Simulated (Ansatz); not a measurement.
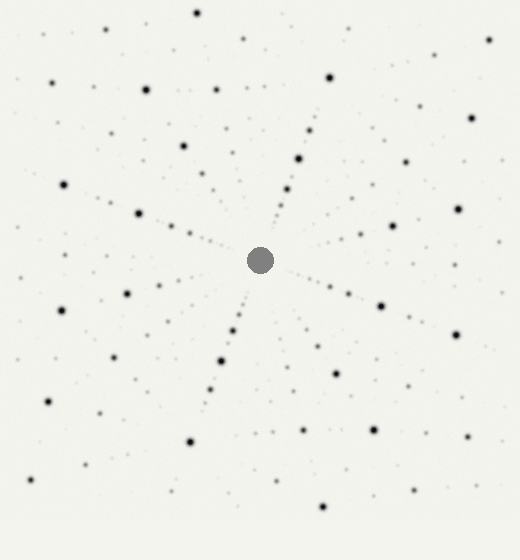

Simulated back-reflection Laue pattern (white X-rays, 0.45 to 2.2 Å, flat plate covering ±45° about the beam, kinematic intensities, seen from the source).

Question: What symmetry does the pattern show?

Answer: 2mm: a twofold axis with two mirror lines.

The crystal is Ru2S, space group Fm-3m (No. 225), a = 5.526 Å. Structure: the geometry relaxed with Ansatz, DFT PBE, scalar-relativistic, plane waves, PAW; the starting structure was generated, so it need not be a known form of this composition.

Question: Which direction points towards the source?

Answer: [110] or one equivalent to it by a rotation of the Laue group. In Laue class m-3m no other family of directions with a member of indices 0 and ±1 has this symmetry.
